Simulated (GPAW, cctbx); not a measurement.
# Bonding in (AlP)1(ZnS)1 as X-rays see it

Question: by how much does bonding change the X-ray structure factors of (AlP)1(ZnS)1, how firmly does DFT give the change, and what does a routine refinement make of it?

The cell is a (AlP)1(ZnS)1 superlattice along [001] of the zinc-blende type, started at the mean lattice constant and relaxed freely, with no substrate. All numbers below are calculated.

## 1. Find the equilibrium geometry

The density hangs on the geometry, so cell and atoms are relaxed first, with the symmetry held. The cutoff is set higher than for the density because stress converges slowly with plane waves.

Settings: GPAW 26.7.0, PBE, 570 eV, 6×6×4 k-points (along the axes of the calculation cell), Fermi–Dirac width 0.1 eV, BFGS to 0.03 eV/Å.

```text
cell
1.0
     3.874945161    0.000000000    0.000000000
     0.000000000    3.874945161    0.000000000
     0.000000000    0.000000000    5.480000000
Al P Zn S
1 1 1 1
Direct
0.000000000 0.000000000 0.000000000
0.500000000 0.000000000 0.250000000
0.500000000 0.500000000 0.500000000
0.000000000 0.500000000 0.750000000
```

```console
$ OMP_NUM_THREADS=1 mpirun -n 4 gpaw python run.py > gpaw.log
```

```text
BFGS:    0      -17.077126        0.876116
BFGS:    1      -17.097377        0.750091
BFGS:    2      -17.142567        0.164720
BFGS:    3      -17.143780        0.140892
...
BFGS:    6      -17.146868        0.033259
BFGS:    7      -17.146943        0.033018
BFGS:    8      -17.147002        0.029781
cell  3.8788 3.8939 5.4481  90.00 90.00 90.00
volume 82.285 A^3, largest force 0.025 eV/A, largest stress 0.23 GPa
```

After 8 steps the volume has changed by 0.0 % and the energy by -0.070 eV; the largest stress left is 0.23 GPa. It took 90 s on 4 cores of Arm Neoverse V1 (shared host), peak memory 0.97 GiB.

Relaxed structure: Pmm2 (no. 25), a = 3.8788 Å, b = 3.8939 Å, c = 5.4481 Å, α = 90.00°, β = 90.00°, γ = 90.00°.

| atom | mult. | x | y | z |
| --- | --- | --- | --- | --- |
| Zn1 | 1 | 1/2 | 1/2 | 0.4830 |
| S1 | 1 | 0 | 1/2 | 0.7586 |
| P1 | 1 | 1/2 | 0 | 0.2487 |
| Al1 | 1 | 0 | 0 | 0.0096 |

## 2. Density and charge transfer

X-rays see the whole electron density, so the PAW density is rebuilt with its core regions. Subtracting spherical free atoms from the same code cancels the cores and leaves the deformation density Δρ, the part due to bonding.

Settings: PBE, 450 eV, 7×7×5 k-points (along the axes of the calculation cell), Fermi–Dirac width 0.1 eV; primitive cell of 4 atoms.

```console
$ OMP_NUM_THREADS=1 mpirun -n 4 gpaw python run.py > gpaw.log
```

```text
|iter:   1|       0s |  -17.910966 | +0.31 |       |
|iter:   2|       0s |  -17.742288 | -1.34 | -1.00 |
|iter:   3|       1s |  -17.136486 | -1.14 | -1.05 |
...
|iter:   8|       4s |  -17.130614c| -5.65 | -3.51 |
|iter:   9|       5s |  -17.130615c| -6.92 | -4.20c|
|iter:  10|       5s |  -17.130615c| -7.86c| -4.86c|
```

```text
grid (40, 40, 54)  electrons 74.000  moved by bonding 0.990 e
deformation density beyond 0.5 A of the nuclei: max 0.187, min -0.094 e/A^3
atom        x       y       z   Voronoi charge  moment
Zn1    0.5000  0.5000  0.4830      0.270       0.00
S 2    0.0000  0.5000  0.7586     -0.206       0.00
P 3    0.5000  0.0000  0.2487     -0.320       0.00
Al4    0.0000  0.0000  0.0096      0.257       0.00
mean inner potential of superposed free atoms 13.018 V
total magnetic moment 0.000 muB
```

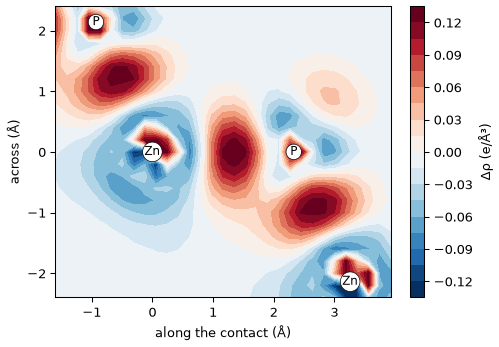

Deformation density in a plane through the shortest contact of the Zn atom at the origin; red gains electrons, blue loses them.

P gains most (-0.32 e) and Zn loses most (+0.27 e), which isn't the order of electronegativity: valence and coordination count too, and Voronoi cells cut space at the midplane whatever the atoms' sizes. Such charges fall far short of formal ones, since overlapping free atoms already put density on their neighbours. Along the shortest contact from the Zn atom at the map's origin, Zn–P at 2.33 Å, Δρ is +0.12 e/Å³ at the midpoint and highest, +0.14, 1.33 Å from Zn (points within 0.5 Å of a nucleus left out): a bond charge, the mark of covalency, pulled towards P. At the midpoints of other shortest contacts it is +0.18 (P–Al, 2.34 Å), +0.12 (S–Al, 2.38 Å) and +0.07 (Zn–S, 2.45 Å) e/Å³. Point values carry grid noise of about 0.01 e/Å³. The run needed 10 iterations, 11 s.

## 3. Structure factors

The Fourier components of Δρ, added to those of the free atoms, give the static X-ray structure factors; the Mott–Bethe relation turns them into the Fourier components V of the potential that fast electrons feel.

```text
static structure factors of the conventional cell: F in electrons, V (Mott-Bethe) in volts
   h  k  l      d  |F| table  |F| free   |F| DFT   change   |V| free  |V| DFT  change %
   0  0  1  5.4481    15.968    15.972    15.892   -0.080     0.564    0.464    -17.6
   0  1  0  3.8939    17.386    17.361    17.216   -0.146     0.539    0.662     22.8
   1  0  0  3.8788    15.371    15.363    15.437    0.073     0.534    0.472    -11.5
   0  1  1  3.1679    41.105    41.130    41.337    0.207     5.545    5.386     -2.9
   1  0  1  3.1598    44.408    44.432    44.638    0.207     5.873    5.729     -2.4
   1  1  0  2.7480    12.019    11.943    11.604   -0.339     0.024    0.167    595.9
   0  0  2  2.7240    12.580    12.505    12.233   -0.272     0.444    0.460      3.8
   1  1  1  2.4536    16.074    15.990    15.990   -0.000     0.862    0.858     -0.5
   0  1  2  2.2321    15.365    15.264    15.246   -0.017     0.927    0.912     -1.7
   1  0  2  2.2292    15.497    15.393    15.392   -0.001     0.814    0.815      0.1
   0  2  0  1.9470    49.637    49.525    49.353   -0.172     5.168    5.204      0.7
   2  0  0  1.9394    49.553    49.440    49.229   -0.211     5.146    5.190      0.9
   1  1  2  1.9346    48.958    48.845    48.679   -0.166     5.080    5.115      0.7
   0  2  1  1.8334    13.005    12.876    12.809   -0.067     0.612    0.625      2.0
```

The largest X-ray change is -0.34 e on 110, 2.8 % of |F|. For electrons V goes as (Z − F)/g², so a change of F counts against Z − F, which is small at low angle and wherever the atoms' terms cancel: |V| of 010 moves by +22.8 % (0.54 to 0.66 V) against -0.8 % in |F|. The last three rows still change by up to 0.21 e; the table stops while the angles are still low. The tabulated Hartree–Fock atoms differ from the free DFT atoms by up to 0.13 e, so the choice of reference atom matters too.

## 4. How cheap can the run be?

Cheaper settings are set against the first, tightest run to find what the result needs. Some rows differ from it in more than one setting, so each label gives them all, and single effects show between rows that share the rest.

| run | ΔF 110 (e) | ΔF 002 (e) | ΔF 200 (e) | q(P) (e) | moved (e) | time |
| --- | --- | --- | --- | --- | --- | --- |
| 450 eV 7×7×5 | -0.339 | -0.272 | -0.211 | -0.320 | 0.990 | 11 s |
| 250 eV 6×6×4 | -0.343 | -0.276 | -0.218 | -0.316 | 1.001 | 7 s |
| 350 eV 6×6×4 | -0.340 | -0.273 | -0.214 | -0.320 | 0.993 | 10 s |

Within 0.01 e of the base on all three: 250 eV 6×6×4 and 350 eV 6×6×4. The largest error, 0.007 e, comes with 250 eV 6×6×4. Times are from shared hosts.

## 5. What a spherical-atom refinement makes of it

Routine crystallography fits spherical atoms. To see the bias, intensities are simulated from tabulated atoms plus the DFT change ΔF, so that bonding alone can misfit (5430 reflections of the full sphere, merged to the counts below, to 0.4 Å, 0.5 % proportional noise plus counting noise, assumed isotropic U as listed, Δρ smeared by the mean U) and refined with cctbx over different ranges.

```csv
range,data,R1,GooF,U Zn1 (true 0.0064),U S1 (true 0.0079),U P1 (true 0.0081),U Al1 (true 0.0084),largest shift (Å),"Δρ max, min (e/Å³)"
all data,1570,0.0072,1.01,0.0064,0.0079,0.0081,0.0084,0.0002,"0.18, -0.20"
"low resolution, d > 0.84",195,0.0045,1.42,0.0062,0.0078,0.0080,0.0081,0.0001,"0.11, -0.09"
"high order, d < 0.75",1305,0.0088,0.94,0.0064,0.0079,0.0081,0.0085,0.0003,"0.18, -0.16"
"occupancies free, d > 0.7",327,0.0045,1.23,0.0063,0.0079,0.0082,0.0083,0.0003,"0.13, -0.10"
```

With all data GooF is 1.01, diluted by the many high-angle data; the misfit shows at low resolution; the top residual peak, near noise level, lies 1.52 Å from P and 1.95 Å from Al. No U is off by more than 3 s.u. at low resolution. With Zn1 held at 1 and the scale free, the other occupancies refine to S1 1.001(0.002), P1 1.005(0.002) and Al1 1.001(0.002), within three s.u. of full.

## 6. Answer

Bonding moves 0.99 e in the primitive cell of (AlP)1(ZnS)1 and changes the structure factors of the conventional cell in the table above by at most 0.34 e (110, 2.8 %). The shortest bond, Zn–P, has Δρ = +0.12 e/Å³ at its midpoint, a covalent bond charge. Within 0.01 e of the base on all three: 250 eV 6×6×4 and 350 eV 6×6×4. The largest error, 0.007 e, comes with 250 eV 6×6×4. With all data GooF is 1.01, diluted by the many high-angle data. Limits: static density, frozen cores, no spin–orbit coupling.

[Outputs are excerpts: Python notices, other lines and further rows are left out; steps that failed or that the build refused (PBEsol, TPSS) are not shown.]

[Logs are printed without paths, hosts, clocks, repeated set-up lines and the standing remarks that a program may print on its own settings, such as how far it seeks lower states.]
